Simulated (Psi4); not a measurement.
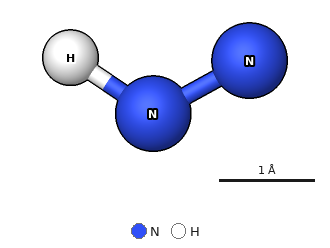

**Figure 1.** The input geometry (ball-and-stick view, seen on its broad side). Bond lengths as drawn: H–N 1.06 Å and N–N 1.16 Å.

## Geometry relaxation of N2H (part 1 of 3)

The run: geometry relaxation of N2H (dinitrogen monohydride), multiplicity 2, SMILES [N]=N. Method and program: B3LYP/cc-pVTZ, UKS, dispersion D3(BJ) (Psi4 1.11).

The geometry comes from this level: PBE0-D4/def2-TZVP (4 decimals).

**Input (job.py)**
```python
import psi4
from rdkit import Chem

psi4.set_memory(1600000000)
psi4.set_num_threads(1)
psi4.set_output_file('hn2.out', False)

rd = Chem.SDMolSupplier('hn2.sdf', removeHs=False, sanitize=False)[0]
xyz = rd.GetConformer().GetPositions()
atoms = '\n'.join(f'{a.GetSymbol()} {x:.4f} {y:.4f} {z:.4f}' for a, (x, y, z) in zip(rd.GetAtoms(), xyz))
m = psi4.geometry('0 2\n' + atoms + '')

psi4.set_options({
    'basis': 'cc-pVTZ',
    'reference': 'uks',
})

e_tot = psi4.optimize("B3LYP-D3BJ")
print(f'total energy {e_tot:.8f} hartree = {e_tot * 27.211386:.5f} eV')
print(m.to_string(dtype='xyz', units='Angstrom'))
```

**File hn2.sdf**
```

     RDKit          3D

  3  2  0  0  0  0  0  0  0  0999 V2000
    0.7105   -0.6067    0.3262 N   0  0  0  0  0  1  0  0  0  0  0  0
   -0.2687   -0.2177   -0.1701 N   0  0  0  0  0  2  0  0  0  0  0  0
   -0.4419    0.8244   -0.1561 H   0  0  0  0  0  0  0  0  0  0  0  0
  2  1  1  0
  3  2  1  0
M  RAD  2   1   3   2   2
M  END
$$$$
```

Machine: 1 thread of INTEL XEON PLATINUM @ 2.10GHz (Emerald Rapids), 24 GiB of memory available, shared host.

Launch command:
```bash
python job.py
```

**What the program printed**
```
Psi4 1.11 release

gradient() will perform analytic gradient computation.

   => Loading Basis Set <=

    Name: CC-PVTZ
    Role: ORBITAL
    Keyword: BASIS

   => B3LYP-D3(BJ): Empirical Dispersion <=

        s6 =       1.000000
        s8 =       1.988900
        a1 =       0.398100
        a2 =       4.421100

         ---------------------------------------------------------
                                   SCF
                              UKS Reference
                        1 Threads,   1525 MiB Core
         ---------------------------------------------------------

  ==> Geometry <==

    Molecular point group: cs
    Full point group: Cs

    Geometry (in Angstrom), charge = 0, multiplicity = 2:

       Center              X                  Y                   Z               Mass
    ------------   -----------------  -----------------  -----------------  -----------------
         N            0.572703551923    -0.238450523216     0.000000000000    14.003074004430
         N           -0.524508378680     0.152181412681     0.000000000000    14.003074004430
         H           -0.669640618151     1.198653238898     0.000000000000     1.007825032230

  Running in cs symmetry.

  Rotational constants: A =     22.24433  B =      1.57433  C =      1.47027 [cm^-1]
  Rotational constants: A = 666868.09876  B =  47197.15672  C =  44077.59364 [MHz]
  Nuclear repulsion =   27.719592725406375

  Charge       = 0
  Multiplicity = 2
  Electrons    = 15
  Nalpha       = 8
  Nbeta        = 7

  ==> Algorithm <==

  SCF Algorithm Type is DF.
  DIIS enabled.
  MOM disabled.
  Fractional occupation disabled.
  Guess Type is SAD.
  Energy threshold   = 1.00e-08
  Density threshold  = 1.00e-08
  Integral threshold = 1.00e-12

  ==> Primary Basis <==

  Basis Set: CC-PVTZ
    Blend: CC-PVTZ
    Number of shells: 26
    Number of basis functions: 74
    Number of Cartesian functions: 85
    Spherical Harmonics?: true
    Max angular momentum: 3

  ==> DFT Potential <==

   => LibXC <=

    Version 7.1.2

   => Composite Functional: B3LYP-D3BJ2B <=

    B3LYP-d3bj2b Hyb-GGA Exchange-Correlation Functional

    Deriv               =              1
    GGA                 =           TRUE
    Meta                =          FALSE

    Exchange Hybrid     =           TRUE
    MP2 Hybrid          =          FALSE

   => Exchange Functionals <=

    0.0800   Slater exchange
    0.7200         Becke 88

   => Exact (HF) Exchange <=

    0.2000               HF

   => Correlation Functionals <=

    0.1900   Vosko, Wilk & Nusair (VWN5_RPA)
    0.8100   Lee, Yang & Parr

   => LibXC Density Thresholds  <==

    XC_HYB_GGA_XC_B3LYP:  1.00E-15

   => Molecular Quadrature <=

    Radial Scheme          =       TREUTLER
    Pruning Scheme         =           NONE
    Nuclear Scheme         =       TREUTLER

    Blocking Scheme        =         OCTREE
    BS radius alpha        =              1
    Pruning alpha          =              1
    Radial Points          =             75
    Spherical Points       =            302
    Total Points           =          65696
    Total Blocks           =            545
    Max Points             =            254
    Max Functions          =             74
    Weights Tolerance      =       1.00E-15

   => Loading Basis Set <=

    Name: (CC-PVTZ AUX)
    Role: JKFIT
    Keyword: DF_BASIS_SCF

  ==> Integral Setup <==

  DFHelper Memory: AOs need 0.009 GiB; user supplied 0.984 GiB.
  SCF_SUBTYPE=INCORE selected. In-core MEM_DF algorithm will be used.
  Using in-core AOs.

  ==> MemDFJK: Density-Fitted J/K Matrices <==

    J tasked:                   Yes
    K tasked:                   Yes
    wK tasked:                   No
    Memory [MiB]:              1007
    Algorithm:                 Core
    Schwarz Cutoff:           1E-12
    Mask sparsity (%):       0.0000
    Fitting Condition:        1E-10

   => Auxiliary Basis Set <=

  Basis Set: (CC-PVTZ AUX)
    Blend: CC-PVTZ-JKFIT
    Number of shells: 60
    Number of basis functions: 188
    Number of Cartesian functions: 227
    Spherical Harmonics?: true
    Max angular momentum: 4

  Cached 100.0% of DFT collocation blocks in 0.134 [GiB].

  Minimum eigenvalue in the overlap matrix is 1.3093213640E-03.
  Reciprocal condition number of the overlap matrix is 2.6550150852E-04.
    Using symmetric orthogonalization.

  ==> Pre-Iterations <==

  SCF Guess: Superposition of Atomic Densities via on-the-fly atomic UHF (no occupation information).

   -------------------------
    Irrep   Nso     Nmo
   -------------------------
     A'        50      50
     A"        24      24
   -------------------------
    Total      74      74
   -------------------------

  ==> Iterations <==

                           Total Energy        Delta E     RMS |[F,P]|

   @DF-UKS iter SAD:  -109.65561881969428   -1.09656e+02   0.00000e+00
   @DF-UKS iter   1:  -109.98927197602505   -3.33653e-01   8.07393e-03 ADIIS/DIIS
   @DF-UKS iter   2:  -109.98762681932079    1.64516e-03   8.08691e-03 ADIIS/DIIS
   @DF-UKS iter   3:  -110.07604234698431   -8.84155e-02   3.82859e-04 ADIIS/DIIS
   @DF-UKS iter   4:  -110.07629710510524   -2.54758e-04   1.68099e-04 ADIIS/DIIS
   @DF-UKS iter   5:  -110.07630865625777   -1.15512e-05   1.86941e-04 ADIIS/DIIS
   @DF-UKS iter   6:  -110.07635317958380   -4.45233e-05   3.86536e-05 DIIS
   @DF-UKS iter   7:  -110.07635939291617   -6.21333e-06   1.28781e-05 DIIS
   @DF-UKS iter   8:  -110.07636052544292   -1.13253e-06   5.60436e-06 DIIS
   @DF-UKS iter   9:  -110.07636085344095   -3.27998e-07   1.81943e-06 DIIS
   @DF-UKS iter  10:  -110.07636087938211   -2.59412e-08   3.34298e-07 DIIS
   @DF-UKS iter  11:  -110.07636088005792   -6.75811e-10   5.60605e-08 DIIS
   @DF-UKS iter  12:  -110.07636088006709   -9.16600e-12   1.21409e-08 DIIS
   @DF-UKS iter  13:  -110.07636088006731   -2.27374e-13   3.30032e-09 DIIS
  Energy and wave function converged.

  ==> Post-Iterations <==

   Electrons on quadrature grid:
      Nalpha   =    7.9999998817 ; deviation = -1.183e-07
      Nbeta    =    6.9999998593 ; deviation = -1.407e-07
      Ntotal   =   14.9999997410 ; deviation = -2.590e-07

   @Spin Contamination Metric:   4.874698981E-03
   @S^2 Expected:                7.500000000E-01
   @S^2 Observed:                7.548746990E-01
   @S   Expected:                5.000000000E-01
   @S   Observed:                5.000000000E-01

    Orbital Energies [Eh]
    ---------------------

    Alpha Occupied:

       1Ap   -14.404386     2Ap   -14.392732     3Ap    -1.084550
       4Ap    -0.680298     5Ap    -0.494740     1App   -0.436495
       6Ap    -0.429649     7Ap    -0.217423

    Alpha Virtual:

       2App   -0.050848     8Ap     0.031426     9Ap     0.283252
      10Ap     0.339760     3App    0.399227    11Ap     0.405414
      12Ap     0.424927    13Ap     0.489101     4App    0.526450
      14Ap     0.579637    15Ap     0.601688     5App    0.639394
      16Ap     0.747140    17Ap     0.817916     6App    0.963026
      18Ap     1.029765     7App    1.087182    19Ap     1.209824
      20Ap     1.290012     8App    1.416828    21Ap     1.508002
      22Ap     1.651038     9App    1.666288    23Ap     1.715911
      24Ap     1.853181    25Ap     2.332167    10App    2.743406
      26Ap     2.812285    27Ap     2.896875    11App    2.931728
      28Ap     3.143679    12App    3.181013    29Ap     3.216996
      13App    3.248611    30Ap     3.421863    31Ap     3.496741
      32Ap     3.527341    14App    3.564652    33Ap     3.673259
      15App    3.708196    16App    3.737415    34Ap     3.742620
      35Ap     3.905923    17App    3.917918    36Ap     4.014162
      37Ap     4.129024    38Ap     4.298529    18App    4.380525
      39Ap     4.453793    19App    4.535190    40Ap     4.571431
      20App    4.584484    41Ap     4.682175    42Ap     4.801476
      21App    4.820836    22App    4.937388    43Ap     5.260973
      44Ap     5.290028    23App    5.471815    45Ap     5.578448
      46Ap     5.677135    47Ap     5.941519    24App    6.145410
      48Ap     6.391686    49Ap     7.879151    50Ap    14.490424

    Beta Occupied:

       1Ap   -14.400640     2Ap   -14.377023     3Ap    -1.066760
       4Ap    -0.652085     5Ap    -0.448119     1App   -0.428141
       6Ap    -0.393950

    Beta Virtual:

       7Ap    -0.068281     2App   -0.037540     8Ap     0.042848
       9Ap     0.292083    10Ap     0.366645     3App    0.402093
      11Ap     0.408743    12Ap     0.446352    13Ap     0.522187
       4App    0.533368    14Ap     0.585809    15Ap     0.616685
       5App    0.653000    16Ap     0.766650    17Ap     0.833141
       6App    0.982478    18Ap     1.053822     7App    1.100586
      19Ap     1.236833    20Ap     1.314649     8App    1.431480
      21Ap     1.519304    22Ap     1.663160     9App    1.671114
      23Ap     1.731963    24Ap     1.869069    25Ap     2.366454
      10App    2.750924    26Ap     2.835348    11App    2.946288
      27Ap     2.949501    28Ap     3.169902    12App    3.199112
      29Ap     3.236452    13App    3.264320    30Ap     3.446586
      31Ap     3.521437    32Ap     3.546799    14App    3.573069
      33Ap     3.710384    15App    3.740968    16App    3.763579
      34Ap     3.770898    35Ap     3.931442    17App    3.956906
      36Ap     4.045627    37Ap     4.142364    38Ap     4.336584
      18App    4.430312    39Ap     4.503344    19App    4.545670
      40Ap     4.584026    20App    4.609009    41Ap     4.721004
      42Ap     4.831980    21App    4.843355    22App    4.944443
      43Ap     5.283669    44Ap     5.304448    23App    5.485945
      45Ap     5.595734    46Ap     5.697219    47Ap     5.955991
      24App    6.151159    48Ap     6.420752    49Ap     7.899903
      50Ap    14.502851

    Final Occupation by Irrep:
             Ap   App
    DOCC [     6,    1 ]
    SOCC [     1,    0 ]
    NA   [     7,    1 ]
    NB   [     6,    1 ]

  @DF-UKS Final Energy:  -110.07636088006731

   => Energetics <=

    Nuclear Repulsion Energy =             27.7195927254063754
    One-Electron Energy =                -203.4843721435884447
    Two-Electron Energy =                  77.0877939004264761
    DFT Exchange-Correlation Energy =     -11.3980488680156622
    Empirical Dispersion Energy =          -0.0013264942960657
    VV10 Nonlocal Energy =                  0.0000000000000000
    Total Energy =                       -110.0763608800673126

  UHF NO Occupations:
  HONO-2 :    5 Ap 1.9995424
  HONO-1 :    6 Ap 1.9987265
  HONO-0 :    7 Ap 1.0000000
  LUNO+0 :    8 Ap 0.0012735
  LUNO+1 :    9 Ap 0.0004576
  LUNO+2 :    2App 0.0004163
  LUNO+3 :   10 Ap 0.0002581

Computation Completed

Properties will be evaluated at   0.000000,   0.000000,   0.000000 [a0]

Properties computed using the SCF density matrix

 Multipole Moments:

 ------------------------------------------------------------------------------------
     Multipole            Electronic (a.u.)      Nuclear  (a.u.)        Total (a.u.)
 ------------------------------------------------------------------------------------

 L = 1.  Multiply by 2.5417464519 to convert [e a0] to [Debye]
 Dipole X            :          0.3150339           -0.6279076           -0.3128737
 Dipole Y            :         -0.4491200            1.1239514            0.6748314
 Dipole Z            :          0.0000000            0.0000000            0.0000000
 Magnitude           :                                                    0.7438329

 ------------------------------------------------------------------------------------

	total time  =          5 seconds =       0.08 minutes

         ------------------------------------------------------------
                                   SCF GRAD
         ------------------------------------------------------------

  ==> Geometry <==

    Molecular point group: cs
    Full point group: Cs

    Geometry (in Angstrom), charge = 0, multiplicity = 2:

       Center              X                  Y                   Z               Mass
    ------------   -----------------  -----------------  -----------------  -----------------
         N            0.572703551923    -0.238450523216     0.000000000000    14.003074004430
         N           -0.524508378680     0.152181412681     0.000000000000    14.003074004430
         H           -0.669640618151     1.198653238898     0.000000000000     1.007825032230

  Nuclear repulsion =   27.719592725406375

  ==> Basis Set <==

  Basis Set: CC-PVTZ
    Blend: CC-PVTZ
    Number of shells: 26
    Number of basis functions: 74
    Number of Cartesian functions: 85
    Spherical Harmonics?: true
    Max angular momentum: 3

  ==> DFJKGrad: Density-Fitted SCF Gradients <==

    Gradient:                    1
    J tasked:                  Yes
    K tasked:                  Yes
    wK tasked:                  No
    Integrals threads:           1
    Memory [MiB]:             1144
    Schwarz Cutoff:          1E-12
    Fitting Condition:       1E-10

   => Auxiliary Basis Set <=

  Basis Set: (CC-PVTZ AUX)
    Blend: CC-PVTZ-JKFIT
    Number of shells: 60
    Number of basis functions: 188
    Number of Cartesian functions: 227
    Spherical Harmonics?: true
    Max angular momentum: 4

   => Molecular Quadrature <=

    Radial Scheme          =       TREUTLER
    Pruning Scheme         =           NONE
    Nuclear Scheme         =       TREUTLER
```
